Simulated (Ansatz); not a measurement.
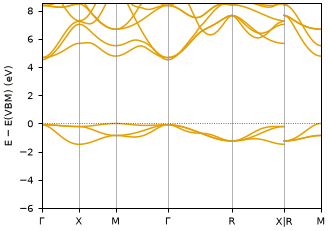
Figure. Band structure from the program Ansatz at the r²SCAN level (PAW)

Problem. Read off the gap and where the band edges lie.

Solution. About 4.5 eV (4.51 eV by a search for the band edges); maximum at M, minimum at Γ.

The material is CsI (CsCl type, space group No. 221).

Space group Pm-3m (CsCl type). The cell was relaxed with r²SCAN under the symmetry of its start. Scalar-relativistic: spin–orbit coupling is off unless named, which matters more the heavier the elements.

Potentials: the later of the program's two PAW sets.
